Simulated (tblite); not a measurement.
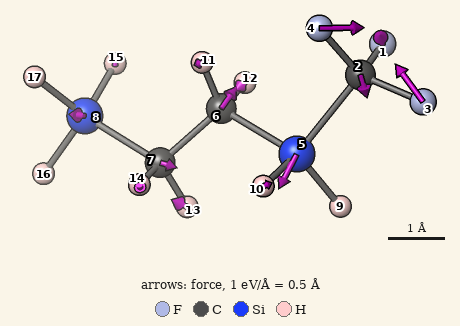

Starting geometry of C3H9F3Si2 with the computed forces as purple arrows. The picture is a ball-and-stick view, seen at a tilt.

Theory: GFN2-xTB geometry optimisation, gas phase (tblite). 

What follows when this structure is relaxed?

Answer. It isn't relaxed: the largest force vector, on F atoms, is 1.77 eV/Å. The final displacements follow the starting forces only in part (cosine between the two patterns 0.31). The energy falls by 0.496 eV in 68 geometry steps. The atom that moves furthest after the best rigid fit is H15 (0.31 Å). By element the largest moves are H 0.31 Å, F 0.29 Å, C 0.10 Å, Si 0.10 Å. Some distances before and after: C2–Si5 1.897 → 1.947 Å, C2–F3 1.387 → 1.348 Å, C7–Si8 1.878 → 1.906 Å, C6–H12 1.118 → 1.094 Å. Among the angles between lasting bonds that change: F1–C2–F4 113.6° → 106.0°, F1–C2–Si5 105.7° → 112.9°, C6–Si5–H10 107.4° → 114.2°.
